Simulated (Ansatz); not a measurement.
**Zn3Se: what a guessed cell relaxes into**

Where does this trial cell of Zn3Se go when cell and atoms are let free?

Computed with Ansatz 0.2.0 (DFT PBE, scalar-relativistic, plane waves, PAW, unless a step's input says otherwise).

## 1. Starting point

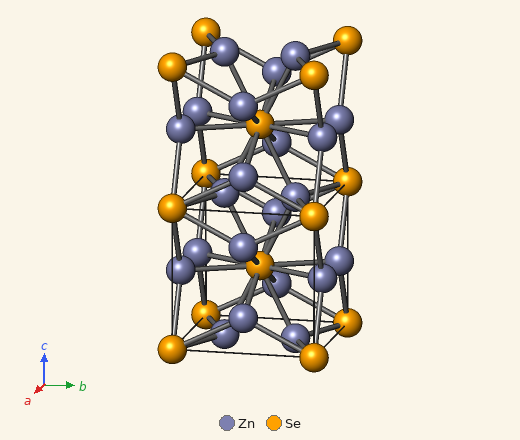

The starting structure, seen slightly off an axis (zinc blue, selenium orange). 1×1×2 cells are drawn. Atoms on the faces are drawn again on the opposite ones.

As a file:

```
CELL_PARAMETERS angstrom
5.26454 0.00000 0.00000
0.00000 5.26454 0.00000
0.00000 0.00000 5.26454
ATOMIC_POSITIONS crystal
Zn 0.25000 0.00000 0.50000
Zn 0.50000 0.75000 0.00000
Zn 0.75000 0.00000 0.50000
Zn 0.50000 0.25000 0.00000
Zn 0.00000 0.50000 0.75000
Zn 0.00000 0.50000 0.25000
Se 0.00000 0.00000 0.00000
Se 0.50000 0.50000 0.50000
```

Recipe of the guess: species swapped into a database cell of Ta3Au (Pm-3n, No. 223), with Zn on the Ta sites and Se on the Au sites. Its size is a rough estimate.

## 2. The guess as it stands, on a coarse mesh

Contents of input.yaml:

```yaml
crystal:
  lattice:
    - [5.26454143, 0.0, 0.0]
    - [0.0, 5.26454143, 0.0]
    - [0.0, 0.0, 5.26454143]
  atoms:
    - { symbol: Zn, position: [0.25, 0.0, 0.5] }
    - { symbol: Zn, position: [0.5, 0.75, 0.0] }
    - { symbol: Zn, position: [0.75, 0.0, 0.5] }
    - { symbol: Zn, position: [0.5, 0.25, 0.0] }
    - { symbol: Zn, position: [0.0, 0.5, 0.75] }
    - { symbol: Zn, position: [0.0, 0.5, 0.25] }
    - { symbol: Se, position: [0.0, 0.0, 0.0] }
    - { symbol: Se, position: [0.5, 0.5, 0.5] }
basis:
  ecutwfc: 420
kpoints:
  mp_grid: { grid: [4, 4, 4] }
hamiltonian:
  xc: pbe
scf:
  occupations: { method: gaussian, width: 0.1 }
  lower_state_search: "off"
output:
  forces: true
  stress: true
  eigenvalues: true
```

Command:

```console
$ ansatz run input.yaml --threads 1 --pin off --max-ram 2560MiB --backend cpu --events-out ev --progress --plain --runs-dir out
```

The program printed, shortened:

```text
[...]
SCF converged after 8 iterations
Free energy (F): -30851.035719 eV
[...]
E sigma→0 (E₀):  -30851.022365 eV
Entropy (-TS):   -0.026709 eV (-3.339 meV/atom)
Fermi energy:    9.734078 eV
[...]
--- Forces (eV/Å), atoms counted from 1 ---
  atom   1  Zn     0.00000000    -0.00000000     0.00000000
  atom   2  Zn     0.00000000    -0.00000000     0.00000000
  atom   3  Zn     0.00000000     0.00000000     0.00000000
  atom   4  Zn    -0.00000000     0.00000000     0.00000000
  atom   5  Zn    -0.00000000     0.00000000     0.00000000
  atom   6  Zn    -0.00000000     0.00000000     0.00000000
  atom   7  Se     0.00000000    -0.00000000    -0.00000000
  atom   8  Se     0.00000000    -0.00000000     0.00000000
[...]
--- Stress (GPa, compression-positive) ---
        0.564608       0.000000       0.000000
        0.000000       0.564608       0.000000
        0.000000       0.000000       0.564608
  P = ⅓ Tr σ = 0.5646 GPa (5.646 kbar)
--- Band table (eV; the first three rows and the last of 10) ---
[...]
```

It took 6.4 s on 1 thread of Arm Neoverse V2, shared host; peak memory 0.41 GiB.

Read-out: pressure 0.6 GPa, largest force 0.00 eV/Å, gap on this mesh none (metal). The coarse relaxation is skipped.

## 3. Full relaxation

input.yaml: that of step 2 with these lines changed.

```diff
@@ -17,3 +17,3 @@
 kpoints:
-  mp_grid: { grid: [4, 4, 4] }
+  mp_grid: { grid: [8, 8, 8] }
 hamiltonian:
@@ -22,3 +22,2 @@
   occupations: { method: gaussian, width: 0.1 }
-  lower_state_search: "off"
 output:
@@ -27 +26,6 @@
   eigenvalues: true
+relax:
+  adjacent_minimum: "off"
+  f_tol: 0.01
+  max_steps: 80
+  cell: { stress_tol: 0.05 }
```

Command:

```console
$ ansatz run input.yaml --threads 1 --pin off --max-ram 2560MiB --backend cpu --events-out ev --progress --plain --runs-dir out
```

The program printed, shortened:

```text
Warning: RAYON_NUM_THREADS=1 ignored (pool sized by the plan → 1); use --threads N
[...]
Pseudopotentials: kind: paw
Pseudopotential: Zn, paw, valence charge 12, recommended cutoff 420 eV (normal), Zn.paw.azcp
Pseudopotential: Se, paw, valence charge 16, recommended cutoff 420 eV (normal), Se.paw.azcp
Functional definition: PBE
[...]
Crystal: 8 atoms, lattice volume = 145.909 Å³
Basis set: ecut = 420 eV, 2897 PW (Γ), exchange–correlation on 72×72×72 points (8 copies of the dense FFT grid, shifted against one another)
Bands: 63, of which v1, the nominal top of the filled ones, is band 52 counted from 1 (51 counted from 0)
Symmetry: 48 space group operations
Space group: Pm-3n (ITA 223), of the structure as read, at distance tolerance 5.3e-5 Å
k-points: 35 of 512
[...]
SCF iter   1: F=—  HF=-30850.766746 eV  |F-HF|=—  |Δ(HF+E_count)|=         —  Δρ=1.22e-3  dr2=2.24e-3  ethr=1.77e-3  ⟨swp⟩=7.6  Hψ=9588  notcnv=0  defer=18
[...]
  cell:  # Å, volume = 147.3148 Å³
    - [5.281396537705566, 9.62964972193618e-35, -6.419766481290786e-35]
    - [1.6049416203226964e-34, 5.281396537705566, 4.81482486096809e-35]
    - [-9.62964972193618e-35, 4.81482486096809e-35, 5.281396537705566]
  atoms:
    - { symbol: Zn, position: [0.24999999999999997, -5.632265759462702e-34, 0.49999999999999994] }
    - { symbol: Zn, position: [0.49999999999999994, 0.7499999999999999, -7.469039843401148e-35] }
    - { symbol: Zn, position: [0.7499999999999999, -1.4252147456285866e-34, 0.49999999999999994] }
    - { symbol: Zn, position: [0.49999999999999994, 0.24999999999999997, -2.591299537506521e-35] }
    - { symbol: Zn, position: [1.2634966954478026e-34, 0.49999999999999994, 0.7499999999999999] }
    - { symbol: Zn, position: [2.4676888334655387e-34, 0.49999999999999994, 0.24999999999999997] }
    - { symbol: Se, position: [3.0319157272479786e-35, -6.325819459207094e-35, -1.5242938455920738e-36] }
    - { symbol: Se, position: [0.49999999999999994, 0.49999999999999994, 0.49999999999999994] }
```

Wall time 88 s (1 thread of Arm Neoverse V2, shared host); peak memory 0.55 GiB.

Step by step:

| step | E - E(step 1) (eV/cell) | largest force component (eV/Å) | pressure (GPa) | volume (Å³) |
| --- | --- | --- | --- | --- |
| 1 | 0.0000 | 0.0000 | 0.47 | 145.91 |
| 2 | -0.0014 | 0.0000 | -0.05 | 147.48 |
| 3 | -0.0015 | 0.0000 | 0.00 | 147.31 |
| 4 | -0.0020 | 0.0000 | 0.00 | 147.31 |

Step 1 is the start. Step 4 repeats the geometry before it on a plane-wave basis chosen anew for that cell, so its energy need not be comparable with the rows above.

|  | before | after | change |
| --- | --- | --- | --- |
| a (Å) | 5.265 | 5.281 | +0.3 % |
| b (Å) | 5.265 | 5.281 | +0.3 % |
| c (Å) | 5.265 | 5.281 | +0.3 % |
| volume (Å³/atom) | 18.24 | 18.41 | +1.0 % |
| shortest distance (Å) | 2.632 | 2.641 | +0.3 % |
| space group (0.01 Å) | Pm-3n | Pm-3n | same |

The run keeps the 48 symmetry operations of the start, so it could not have lowered the symmetry.

## 4. Changed: ecutwfc 400 eV

input.yaml: that of step 3 with these lines changed.

```diff
@@ -2,5 +2,5 @@
   lattice:
-    - [5.26454143, 0.0, 0.0]
-    - [0.0, 5.26454143, 0.0]
-    - [0.0, 0.0, 5.26454143]
+    - [5.2813965377, 0.0, 0.0]
+    - [0.0, 5.2813965377, 0.0]
+    - [0.0, 0.0, 5.2813965377]
   atoms:
@@ -15,3 +15,3 @@
 basis:
-  ecutwfc: 420
+  ecutwfc: "400 eV"
 kpoints:
@@ -24,8 +24,3 @@
   forces: true
+  eigenvalues: true
   stress: true
-  eigenvalues: true
-relax:
-  adjacent_minimum: "off"
-  f_tol: 0.01
-  max_steps: 80
-  cell: { stress_tol: 0.05 }
```

Command:

```console
$ ansatz run input.yaml --threads 1 --pin off --max-ram 2560MiB --backend cpu --events-out ev --progress --plain --runs-dir out
```

The program printed, shortened:

```text
Warning: basis.ecutwfc = 400 eV is below the records' recommended 420 eV, and the density's cutoff is lower with it unless basis.ecutrho_ratio is high enough to keep the records' density cutoff: compare with a run at a higher cutoff
Warning: RAYON_NUM_THREADS=1 ignored (pool sized by the plan → 1); use --threads N
[...]
[... 4 set-up lines as earlier in the session ...]
[...]
Crystal: 8 atoms, lattice volume = 147.315 Å³
Basis set: ecut = 400 eV, 2721 PW (Γ), exchange–correlation on 72×72×72 points (8 copies of the dense FFT grid, shifted against one another)
Bands: 63, of which v1, the nominal top of the filled ones, is band 52 counted from 1 (51 counted from 0)
[... 2 set-up lines as earlier in the session ...]
k-points: 35 of 512
[...]
SCF iter   8: F=-30850.763844 eV  HF=-30850.763844 eV  |F-HF|=5.01e-9  |Δ(HF+E_count)|=  1.13e-10  Δρ=2.13e-6  dr2=7.50e-9  ethr=9.62e-11  ⟨swp⟩=8.6  Hψ=10125  notcnv=0
[...]
SCF converged after 8 iterations
Free energy (F): -30850.763844 eV
[...]
E sigma→0 (E₀):  -30850.746768 eV
Entropy (-TS):   -0.034152 eV (-4.269 meV/atom)
Fermi energy:    9.839928 eV
[...]
--- Forces (eV/Å), atoms counted from 1 ---
  atom   1  Zn     0.00000000    -0.00000000     0.00000000
  atom   2  Zn     0.00000000     0.00000000     0.00000000
  atom   3  Zn    -0.00000000     0.00000000     0.00000000
  atom   4  Zn    -0.00000000    -0.00000000     0.00000000
  atom   5  Zn    -0.00000000     0.00000000     0.00000000
  atom   6  Zn    -0.00000000     0.00000000    -0.00000000
  atom   7  Se     0.00000000     0.00000000     0.00000000
  atom   8  Se     0.00000000    -0.00000000     0.00000000
[...]
--- Stress (GPa, compression-positive) ---
        0.004602       0.000000      -0.000000
        0.000000       0.004602       0.000000
        0.000000       0.000000       0.004602
  P = ⅓ Tr σ = 0.0046 GPa (0.046 kbar)
--- Band table (eV; the first three rows and the last of 35) ---
[...]
```

Run time: 20 s. Hardware: 1 thread of Arm Neoverse V2, shared host; peak memory 0.51 GiB.

| run | ending | energy change | pressure (GPa) | gap (eV) | force (eV/Å) | cycles | time |
| --- | --- | --- | --- | --- | --- | --- | --- |
| step 3 | converged | 0 | 0.0 | 0.00 | 0.00 | - | 88 s |
| variant | converged | +0.5 meV/atom | 0.0 | 0.00 | 0.00 | 8 | 20 s |

Changing the cutoff moves the energy by +0.5 meV/atom. The lower cutoff gives the higher energy: the smaller basis describes the state less well. The log warns that the cutoff is under what these potentials recommend, so the shift is basis error.

## 5. Summary of results

| quantity | value |
| --- | --- |
| symmetry at the end (tolerance 0.05 Å) | space group Pm-3n (No. 223) |
| conventional cell | a = 5.281 Å, b = 5.281 Å, c = 5.281 Å, α = 90.00°, β = 90.00°, γ = 90.00° |
| volume | 18.41 Å³/atom |
| energy over the elements | +0.20 eV/atom |
| gap on the mesh | none (metal) |

In words: The space group Pm-3n (No. 223) is kept, and the volume per atom grows by 1.0 % from the first guess. With a positive formation energy it can't be a ground state. No finished test with a distortion of lower symmetry is shown, so the end may be a saddle point. The final runs have no spin polarisation, so a magnetic state may lie lower.
